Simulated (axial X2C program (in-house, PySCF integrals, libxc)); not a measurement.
# PtBe: bond curves with and without spin–orbit coupling

Aim: find the lowest determinant of PtBe, scan the bond at several levels and fit the constants, once spin-free and once with spin–orbit coupling.

The runs use an in-house X2C program for linear molecules on PySCF integrals; all-electron X2C, Pt dyall-cv3z, Be dyall-cv3z.

All values are calculated.

**1. Input**

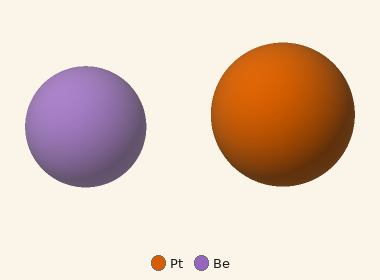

The two atoms at 2.250 Å (platinum orange, beryllium purple).

Contents of task.json:

```json
{"zs": [78, 4], "q": 0, "bas": ["dyall-cv3z", "dyall-cv3z"], "levels": ["PBE0", "HF", "B3LYP"], "cc": true, "r0": 2.25, "thr": -2.0, "nmax": 90, "npts": 10, "nst": 2, "ntry": 6}
```

Keys: zs atomic numbers; q charge; bas basis sets; levels methods (HF also brings MP2); cc coupled cluster on or off; r0 starting distance in Å; thr threshold in hartree for freezing inner shells (an s shell follows its p shell); nmax most natural virtual spinors; npts points asked for on the curve; nst determinants followed; ntry starts of the search.

Started as:

```console
$ python so2c.py task.json out
```

Spin-free means the one-electron spin-free X2C Hamiltonian; two-component (2c) means X2C with spin–orbit coupling and atomic mean-field two-electron Coulomb and Gaunt terms. Basis: Pt dyall-cv3z contracted to [13s14p9d6f4g], Be dyall-cv3z contracted to [8s8p3d1f]; Gaussian nuclei, density fitting. Masses: Pt 194.965 u, Be 9.012 u.

Notation: σ, π±, δ± give the projection m of an orbital's angular momentum (0, ±1, ±2), α and β its spin, Λ and M_S the sums; ω is the projection of a spinor's total angular momentum and Ω the sum. Logs are in hartree.

The results follow Hamiltonian by Hamiltonian and level by level.

**2. State search with PBE0**

PBE0 moves the distance from 2.250 Å to 1.875 Å and compares determinants there.

Spin-free determinants:

| ΔE (eV) | state | open shells |
| --- | --- | --- |
| 0.00 | M_S = 0, Λ = 0 | closed shell |
| 0.97 | M_S = 1, Λ = 0 | beyond closed shells: 2 × σα |
| 1.05 | M_S = 1, Λ = 2 | beyond closed shells: σα, δ+α, δ+β, δ-α |
| 1.09 | M_S = 0, Λ = 2 | beyond closed shells: σβ, δ+α, δ+β, δ-α |
| 1.91 | M_S = 1, Λ = 1 | beyond closed shells: σα, π+α, π+β, π-α |
| 1.98 | M_S = 0, Λ = 1 | beyond closed shells: σβ, π+α, π+β, π-α |

Two-component determinants:

```json
{"ΔE (eV)": "0.00", "state": "Ω = 0", "open shells": "closed shell"}
{"ΔE (eV)": "0.58", "state": "Ω = 3", "open shells": "excess of +ω over −ω: ω = 1/2, ω = 5/2"}
{"ΔE (eV)": "0.62", "state": "Ω = 2", "open shells": "excess of +ω over −ω: ω = -1/2, ω = 5/2"}
{"ΔE (eV)": "0.90", "state": "Ω = 1", "open shells": "excess of +ω over −ω: 2 × ω = 1/2"}
{"ΔE (eV)": "1.24", "state": "Ω = 2", "open shells": "excess of +ω over −ω: ω = 1/2, ω = 3/2"}
{"ΔE (eV)": "1.25", "state": "Ω = 1", "open shells": "excess of +ω over −ω: ω = -1/2, ω = 3/2"}
{"ΔE (eV)": "2.79", "state": "Ω = 4", "open shells": "excess of +ω over −ω: ω = 3/2, ω = 5/2"}
```

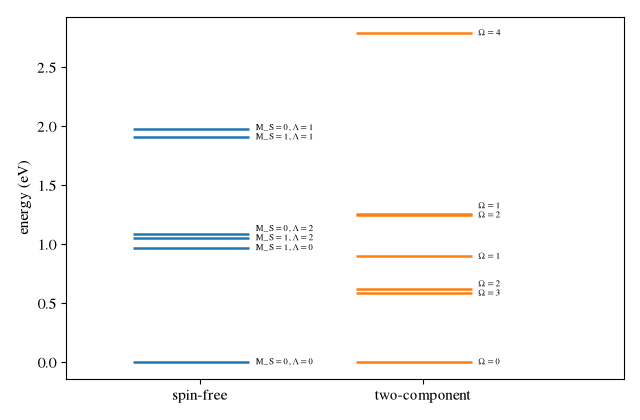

The determinants found, each set from its own lowest.

**3. PBE0, spin-free**

State followed: M_S = 0, Λ = 0 (closed shell). The scan is laid around 1.875 Å, a first estimate of the minimum, and this SCF restarts from the orbitals of the search.

Output at 1.875 Å:

```text
spin-free X2C-1e  PBE0
basis functions 232  fitting functions 1108  grid points 5073
iter        total energy     max residual
   1     -18430.562366648     9.44e-05
   2     -18430.562366679     2.59e-05
   3     -18430.562366681     6.26e-06
converged
one-electron -25450.26690093  Coulomb 7295.71485969  exact exchange -89.60903544  xc functional -274.45637789  nuclear repulsion 88.05508790
```

Along the bond, energies from the lowest point:

```tsv
R (Å)	E (eV)	μ (D)	HOMO (eV)	LUMO (eV)	iterations
1.762	0.1389	0.91	-6.28	-2.90	39
1.819	0.0291	0.96	-6.21	-2.98	36
1.875	0.0000	0.99	-6.14	-3.05	3
1.941	0.0450	1.03	-6.07	-3.13	30
2.006	0.1527	1.05	-6.00	-3.20	31
2.091	0.3552	1.07	-5.93	-3.27	31
```

Dipoles are positive if Be is the positive end.

Outer orbitals at the reference distance:

```
symmetry  occupied  ε (eV)              atomic character
      σα       yes   -8.79  51% Pt d, 24% Be s, 15% Pt s
     π+α       yes   -7.08   85% Pt d, 11% Be p, 3% Be d
     π-α       yes   -7.08   85% Pt d, 11% Be p, 3% Be d
     δ-α       yes   -6.19                      99% Pt d
     δ+α       yes   -6.19                      99% Pt d
      σα       yes   -6.14  38% Pt d, 28% Pt s, 27% Be s
      σα        no   -3.05  51% Be p, 19% Pt p, 16% Pt s
     π-α        no   -1.02   55% Be p, 37% Pt p, 6% Pt d
     π+α        no   -1.02   55% Be p, 37% Pt p, 6% Pt d
      σα        no   -0.11  48% Pt p, 24% Be p, 16% Pt s
```

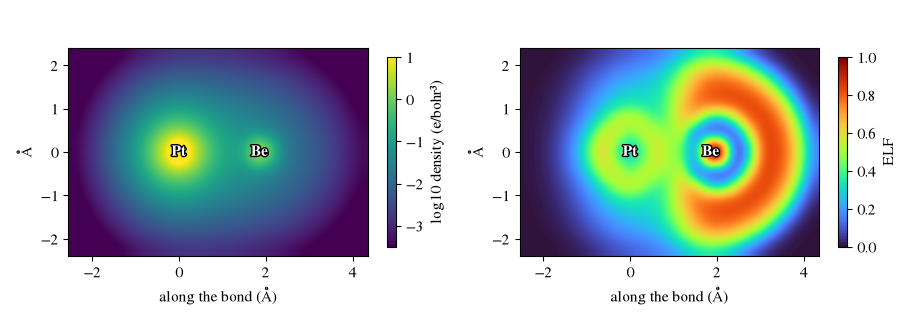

PBE0 fields in a plane through the axis, from a grid of 0.3 Å; Pt lies at z = 0 and Be at z = 1.875 Å; the ELF is damped to zero where the density is low.

Re = 1.870 Å, ωe = 799 cm⁻¹, ωexe = 4.39 cm⁻¹, Be = 0.5595 cm⁻¹, De = 3.34 eV, μ = 0.99 D.

**4. HF, spin-free**

Output at 1.875 Å:

```text
spin-free X2C-1e  HF
basis functions 232  fitting functions 1108  grid points 5073
iter        total energy     max residual
   1     -18424.933095120     1.10e+00
   2     -18424.973254601     1.68e-02
   3     -18424.974510253     1.98e-01
   4     -18424.978439059     3.04e-02
   5     -18424.978732013     1.39e-03
   6     -18424.978817601     7.51e-03
   7     -18424.978832792     1.71e-03
   8     -18424.978835440     1.87e-04
   9     -18424.978836242     4.00e-04
  10     -18424.978836326     1.35e-04
  11     -18424.978836346     2.38e-05
  12     -18424.978836347     1.62e-05
  13     -18424.978836347     3.05e-06
  14     -18424.978836347     2.15e-06
converged
one-electron -25453.69293586  Coulomb 7299.33942572  exact exchange -358.68041411  xc functional 0.00000000  nuclear repulsion 88.05508790
```

Re = 1.914 Å, ωe = 688 cm⁻¹, Be = 0.534 cm⁻¹, De = 0.976 eV, μ = 0.03 D.

**5. B3LYP, spin-free**

The SCF at the reference distance of 1.875 Å:

```text
spin-free X2C-1e  B3LYP
basis functions 232  fitting functions 1108  grid points 5073
iter        total energy     max residual
   1     -18431.132133186     1.67e-01
   2     -18431.132762896     6.56e-03
   3     -18431.133260027     2.82e-02
   4     -18431.133278814     3.13e-03
   5     -18431.133439844     9.58e-03
   6     -18431.133448121     3.59e-03
   7     -18431.133450674     6.69e-04
   8     -18431.133450754     5.73e-04
   9     -18431.133450817     3.35e-05
  10     -18431.133450817     3.21e-05
  11     -18431.133450818     3.58e-07
converged
one-electron -25449.33172282  Coulomb 7294.75282086  exact exchange -71.67906602  xc functional -292.93057073  nuclear repulsion 88.05508790
```

Re = 1.871 Å, ωe = 799 cm⁻¹, ωexe = 4.38 cm⁻¹, Be = 0.559 cm⁻¹, De = 3.36 eV, μ = 1.18 D.

**6. MP2 and beyond, spin-free**

Correlated methods: 12 electrons correlated (frozen shells, counted by type: Pt 5 s, 4 p, 2 d, 1 f; Be 1 s), 268 virtual spinors in MP2, 88 natural virtuals in coupled cluster.

Output of the correlated part at 1.875 Å:

```text
correlated 12  virtual 268  natural virtual 88  E(MP2) -0.445703950  MP2 remainder -0.025049527
iter   CCSD correlation   residual
   1     -0.365132925   2.36e-01
   2     -0.382763563   1.19e-01
   3     -0.387470928   4.27e-02
   4     -0.388038079   2.33e-02
   5     -0.388421217   1.07e-02
   6     -0.388661233   4.27e-03
   7     -0.388647658   1.78e-03
   8     -0.388659293   7.08e-04
   9     -0.388661899   4.03e-04
  10     -0.388660801   2.20e-04
  11     -0.388660564   1.05e-04
  12     -0.388659193   3.80e-05
  13     -0.388659174   1.61e-05
(T) -0.027048519  T1 0.0614  D1 0.1311  max T2 0.129
```

T1 in the output is the amplitude norm over the root of the electron number; divide by √2 for the Lee–Taylor value.

MP2: Re = 1.849 Å, ωe = 873 cm⁻¹, Be = 0.5722 cm⁻¹, De = 3.84 eV.

CCSD: Re = 1.875 Å, ωe = 790 cm⁻¹, Be = 0.5565 cm⁻¹, De = 2.92 eV. T1 at Re = 0.043 (Lee–Taylor, the printed value over √2).

CCSD(T): Re = 1.880 Å, ωe = 795 cm⁻¹, Be = 0.5535 cm⁻¹, De = 3.29 eV. T1 at Re = 0.043 (Lee–Taylor, the printed value over √2).

**7. A higher determinant, spin-free**

State: M_S = 1, Λ = 0 (beyond closed shells: 2 × σα).

Output at the reference distance:

```text
spin-free X2C-1e  PBE0
basis functions 232  fitting functions 1108  grid points 5073
iter        total energy     max residual
   1     -18430.526796200     2.99e-05
   2     -18430.526796223     3.12e-05
   3     -18430.526796238     2.09e-05
   4     -18430.526796245     1.39e-05
converged
one-electron -25446.35427245  Coulomb 7291.83238607  exact exchange -89.61464358  xc functional -274.44535419  nuclear repulsion 88.05508790
```

```tsv
R (Å)	E above the lowest PBE0 point (eV)
1.762	1.433
1.819	1.156
1.875	0.968
1.941	0.839
2.006	0.785
2.091	0.800
```

No constants are quoted: too few points lie around the minimum for a second fit to confirm the first.

**8. The spin-free curves together**

Energy (eV) of the followed determinant, spin-free, from each level's lowest point:

```tsv
R (Å)	PBE0	HF	MP2	CCSD	CCSD(T)	B3LYP
1.762	0.139	0.219	0.096	0.150	0.166	0.141
1.819	0.029	0.076	0.004	0.035	0.042	0.030
1.875	0.000	0.007	0.000	0.000	0.000	0.000
1.941	0.045	0.000	0.080	0.038	0.033	0.044
2.006	0.153	0.049	0.229	0.139	0.131	0.151
2.091	0.355	0.169	0.488	0.330	0.324	0.353
```

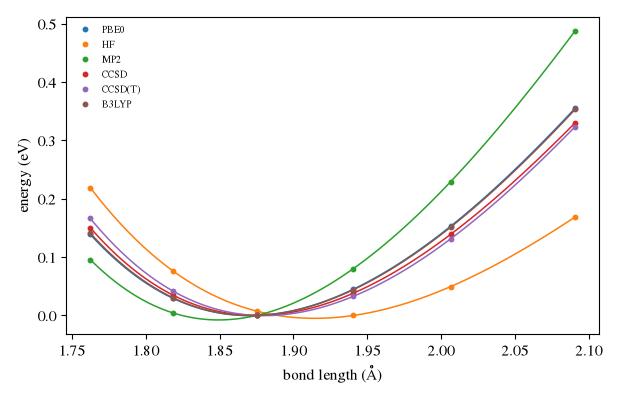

Curves of the followed state, spin-free, each from its own lowest point.

**9. PBE0, 2c**

State followed: Ω = 0 (closed shell). The scan is laid around 1.875 Å, a first estimate of the minimum, and this SCF restarts from the orbitals of the search.

The SCF at the reference distance of 1.875 Å:

```text
two-component X2C + atomic mean field  PBE0
basis functions 232  fitting functions 1108  grid points 5073
iter        total energy     max residual
   1     -18432.081488751     1.63e-05
   2     -18432.081488752     6.44e-06
converged
one-electron -25432.01316829  Coulomb 7292.81048234  exact exchange -89.58788734  xc functional -274.45475096  nuclear repulsion 88.05508790  atomic mean-field constant -16.89125240
```

Along the bond, energies from the lowest point:

```tsv
R (Å)	E (eV)	μ (D)	HOMO (eV)	LUMO (eV)	iterations
1.762	0.1401	0.90	-5.86	-2.91	42
1.819	0.0297	0.94	-5.79	-2.99	44
1.875	0.0000	0.98	-5.73	-3.06	2
1.941	0.0443	1.01	-5.66	-3.13	34
2.006	0.1514	1.03	-5.60	-3.20	36
2.091	0.3534	1.04	-5.54	-3.28	38
```

Dipoles are positive if Be is the positive end.

Outer spinors at the reference distance:

```json
{"ω": "1/2", "occupied": "yes", "ε (eV)": "-8.95", "atomic character": "58% Pt d, 20% Be s, 12% Pt s", "λ mixture": "92% σ, 8% π"}
{"ω": "1/2", "occupied": "yes", "ε (eV)": "-7.37", "atomic character": "72% Pt d, 9% Be p, 8% Be s", "λ mixture": "83% π, 17% σ"}
{"ω": "3/2", "occupied": "yes", "ε (eV)": "-7.34", "atomic character": "92% Pt d, 6% Be p", "λ mixture": "55% π, 45% δ"}
{"ω": "3/2", "occupied": "yes", "ε (eV)": "-6.33", "atomic character": "90% Pt d, 7% Be p", "λ mixture": "55% δ, 45% π"}
{"ω": "1/2", "occupied": "yes", "ε (eV)": "-6.04", "atomic character": "45% Pt d, 24% Pt s, 23% Be s", "λ mixture": "90% σ, 10% π"}
{"ω": "5/2", "occupied": "yes", "ε (eV)": "-5.73", "atomic character": "99% Pt d", "λ mixture": "100% δ"}
{"ω": "1/2", "occupied": "no", "ε (eV)": "-3.06", "atomic character": "51% Be p, 19% Pt p, 16% Pt s", "λ mixture": "100% σ"}
{"ω": "1/2", "occupied": "no", "ε (eV)": "-1.18", "atomic character": "52% Be p, 40% Pt p, 6% Pt d", "λ mixture": "96% π, 4% σ"}
{"ω": "3/2", "occupied": "no", "ε (eV)": "-0.92", "atomic character": "55% Be p, 35% Pt p, 7% Pt d", "λ mixture": "100% π"}
{"ω": "1/2", "occupied": "no", "ε (eV)": "-0.11", "atomic character": "48% Pt p, 26% Be p, 15% Pt s", "λ mixture": "96% σ, 4% π"}
```

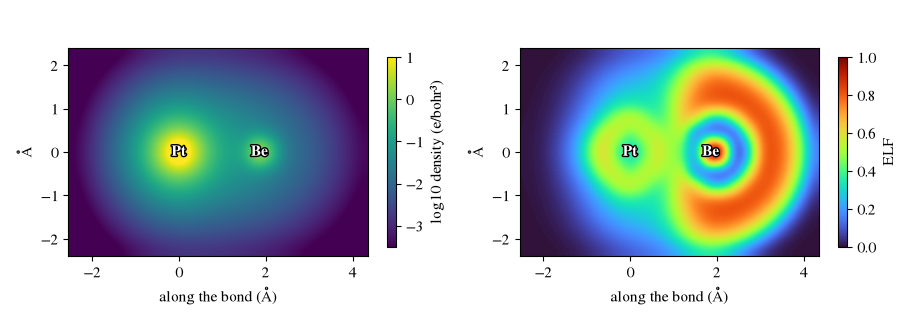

PBE0 fields in a plane through the axis, from a grid of 0.3 Å; Pt lies at z = 0 and Be at z = 1.875 Å; the ELF is damped to zero where the density is low.

Re = 1.871 Å, ωe = 798 cm⁻¹, ωexe = 4.33 cm⁻¹, Be = 0.5591 cm⁻¹, De = 3.04 eV, μ = 0.98 D.

**10. HF, 2c**

Output at 1.875 Å:

```text
two-component X2C + atomic mean field  HF
basis functions 232  fitting functions 1108  grid points 5073
iter        total energy     max residual
   1     -18426.390399799     1.10e+00
   2     -18426.430663255     1.90e-02
   3     -18426.431877105     1.93e-01
   4     -18426.435741225     2.98e-02
   5     -18426.436034704     1.36e-03
   6     -18426.436124988     7.86e-03
   7     -18426.436141498     1.83e-03
   8     -18426.436144597     1.65e-04
   9     -18426.436145553     4.48e-04
  10     -18426.436145665     1.53e-04
  11     -18426.436145701     3.66e-05
  12     -18426.436145706     3.79e-05
  13     -18426.436145709     1.10e-05
  14     -18426.436145710     5.01e-06
  15     -18426.436145710     2.46e-06
converged
one-electron -25435.40508255  Coulomb 7296.39861227  exact exchange -358.59351092  xc functional 0.00000000  nuclear repulsion 88.05508790  atomic mean-field constant -16.89125240
```

Re = 1.913 Å, ωe = 692 cm⁻¹, Be = 0.5348 cm⁻¹, De = 0.632 eV, μ = 0.05 D.

**11. B3LYP, 2c**

The SCF at the reference distance of 1.875 Å:

```text
two-component X2C + atomic mean field  B3LYP
basis functions 232  fitting functions 1108  grid points 5073
iter        total energy     max residual
   1     -18432.661486803     1.66e-01
   2     -18432.662117564     6.64e-03
   3     -18432.662613355     2.80e-02
   4     -18432.662632343     3.16e-03
   5     -18432.662792281     9.53e-03
   6     -18432.662800699     3.58e-03
   7     -18432.662803254     6.60e-04
   8     -18432.662803335     5.70e-04
   9     -18432.662803398     3.27e-05
  10     -18432.662803399     3.18e-05
  11     -18432.662803399     4.16e-07
converged
one-electron -25431.07736257  Coulomb 7291.84804445  exact exchange -71.66219870  xc functional -292.93512207  nuclear repulsion 88.05508790  atomic mean-field constant -16.89125240
```

Re = 1.872 Å, ωe = 798 cm⁻¹, ωexe = 4.34 cm⁻¹, Be = 0.5586 cm⁻¹, De = 3.01 eV, μ = 1.16 D.

**12. Correlated methods, 2c**

Correlated methods: 12 electrons correlated (frozen shells, counted by type: Pt 5 s, 4 p, 2 d, 1 f; Be 1 s), 270 virtual spinors in MP2, 90 natural virtuals in coupled cluster.

Output of the correlated part at 1.875 Å:

```text
correlated 12  virtual 270  natural virtual 90  E(MP2) -0.445455344  MP2 remainder -0.023678940
iter   CCSD correlation   residual
   1     -0.366245721   2.35e-01
   2     -0.383766440   1.18e-01
   3     -0.388421766   4.23e-02
   4     -0.388984474   2.32e-02
   5     -0.389359309   1.07e-02
   6     -0.389596680   4.29e-03
   7     -0.389583219   1.79e-03
   8     -0.389595609   7.20e-04
   9     -0.389597540   4.13e-04
  10     -0.389596911   2.25e-04
  11     -0.389596264   1.12e-04
  12     -0.389595069   4.79e-05
  13     -0.389594972   2.70e-05
  14     -0.389595259   1.68e-05
  15     -0.389595144   9.39e-06
  16     -0.389595295   5.02e-06
  17     -0.389595219   2.15e-06
  18     -0.389595235   1.02e-06
(T) -0.027184072  T1 0.0609  D1 0.1301  max T2 0.126
```

MP2: Re = 1.850 Å, ωe = 873 cm⁻¹, Be = 0.572 cm⁻¹, De = 3.46 eV.

CCSD: Re = 1.875 Å, ωe = 791 cm⁻¹, Be = 0.5566 cm⁻¹, De = 2.54 eV. T1 at Re = 0.043 (Lee–Taylor, the printed value over √2).

CCSD(T): Re = 1.881 Å, ωe = 794 cm⁻¹, Be = 0.5534 cm⁻¹, De = 2.92 eV. T1 at Re = 0.043 (Lee–Taylor, the printed value over √2).

**13. A higher determinant, 2c**

State: Ω = 3 (excess of +ω over −ω: ω = 1/2, ω = 5/2).

Output at the reference distance:

```text
two-component X2C + atomic mean field  PBE0
basis functions 232  fitting functions 1108  grid points 5073
iter        total energy     max residual
   1     -18432.060076402     4.62e-05
   2     -18432.060076403     3.86e-06
converged
one-electron -25424.53220283  Coulomb 7285.27649788  exact exchange -89.57983668  xc functional -274.38837027  nuclear repulsion 88.05508790  atomic mean-field constant -16.89125240
```

```tsv
R (Å)	E above the lowest PBE0 point (eV)
1.762	1.069
1.819	0.781
1.875	0.583
1.941	0.444
2.006	0.383
2.091	0.392
```

No constants are quoted: too few points lie around the minimum for a second fit to confirm the first.

**14. The 2c curves together**

Energy (eV) of the followed determinant, 2c, from each level's lowest point:

```tsv
R (Å)	PBE0	HF	MP2	CCSD	CCSD(T)	B3LYP
1.762	0.140	0.216	0.097	0.150	0.167	0.143
1.819	0.030	0.074	0.005	0.034	0.042	0.031
1.875	0.000	0.006	0.000	0.000	0.000	0.000
1.941	0.044	0.000	0.080	0.038	0.033	0.043
2.006	0.151	0.051	0.229	0.139	0.130	0.149
2.091	0.353	0.173	0.488	0.331	0.323	0.350
```

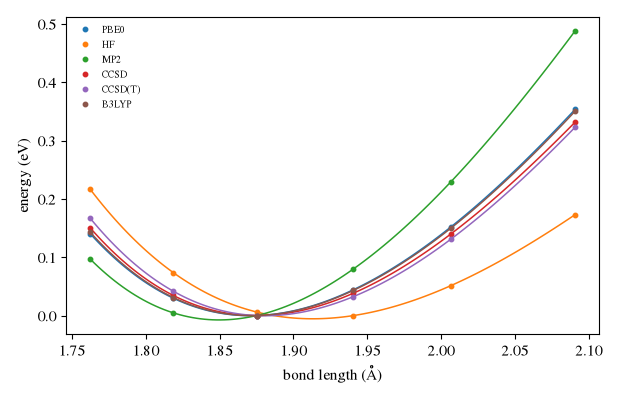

Curves of the followed state, 2c, each from its own lowest point.

Time for the job: 4.6 min (1 thread of Arm Neoverse V1, shared host); peak memory 0.82 GiB.

**15. What came out**

Lowest determinant that the search found at its distance, spin-free: M_S = 0, Λ = 0 (closed shell).

Lowest determinant that the search found at its distance, 2c: Ω = 0 (closed shell).

```json
{"Hamiltonian": "spin-free", "level": "PBE0", "Re (Å)": "1.870", "ωe (cm⁻¹)": "799", "De (eV)": "3.34", "μ (D)": "0.99"}
{"Hamiltonian": "spin-free", "level": "HF", "Re (Å)": "1.914", "ωe (cm⁻¹)": "688", "De (eV)": "0.976", "μ (D)": "0.03"}
{"Hamiltonian": "spin-free", "level": "MP2", "Re (Å)": "1.849", "ωe (cm⁻¹)": "873", "De (eV)": "3.84", "μ (D)": "n/a"}
{"Hamiltonian": "spin-free", "level": "CCSD", "Re (Å)": "1.875", "ωe (cm⁻¹)": "790", "De (eV)": "2.92", "μ (D)": "n/a"}
{"Hamiltonian": "spin-free", "level": "CCSD(T)", "Re (Å)": "1.880", "ωe (cm⁻¹)": "795", "De (eV)": "3.29", "μ (D)": "n/a"}
{"Hamiltonian": "spin-free", "level": "B3LYP", "Re (Å)": "1.871", "ωe (cm⁻¹)": "799", "De (eV)": "3.36", "μ (D)": "1.18"}
{"Hamiltonian": "2c", "level": "PBE0", "Re (Å)": "1.871", "ωe (cm⁻¹)": "798", "De (eV)": "3.04", "μ (D)": "0.98"}
{"Hamiltonian": "2c", "level": "HF", "Re (Å)": "1.913", "ωe (cm⁻¹)": "692", "De (eV)": "0.632", "μ (D)": "0.05"}
{"Hamiltonian": "2c", "level": "MP2", "Re (Å)": "1.850", "ωe (cm⁻¹)": "873", "De (eV)": "3.46", "μ (D)": "n/a"}
{"Hamiltonian": "2c", "level": "CCSD", "Re (Å)": "1.875", "ωe (cm⁻¹)": "791", "De (eV)": "2.54", "μ (D)": "n/a"}
{"Hamiltonian": "2c", "level": "CCSD(T)", "Re (Å)": "1.881", "ωe (cm⁻¹)": "794", "De (eV)": "2.92", "μ (D)": "n/a"}
{"Hamiltonian": "2c", "level": "B3LYP", "Re (Å)": "1.872", "ωe (cm⁻¹)": "798", "De (eV)": "3.01", "μ (D)": "1.16"}
```

Dipoles are positive if Be is the positive end.

Time per point (s) on 1 thread of Arm Neoverse V1, shared host (2c runs; CCSD comes with the CCSD(T) run); the times are rough: PBE0 1.8, HF 1.4, MP2 1.7, CCSD(T) 6.1, B3LYP 1.9.

What this shows: At CCSD(T), going from spin-free to two-component changes Re by 0 mÅ, ωe by -0.1 %, which is small (part of it comes from the scalar share of the two-electron terms). De moves by -0.38 eV; both De rest on single-determinant atoms, which can miss part of an open shell's spin–orbit lowering.

De refers to Pt + Be, each in the lowest determinant found, which need not be this curve's own limit. Each curve is one determinant whose occupation by symmetry is held fixed; it was picked as the lowest of a PBE0 search that is not exhaustive. The closed shell is kept restricted; where the fragments are open shells, the energy then runs too high at long range. De is counted from the lowest determinant-based energies of the atoms at the same level, without counterpoise correction. CCSD and (T) use frozen natural virtuals with an MP2 correction for the truncation. T1 at Re is 0.043 (Lee–Taylor), above the customary mark of 0.02.
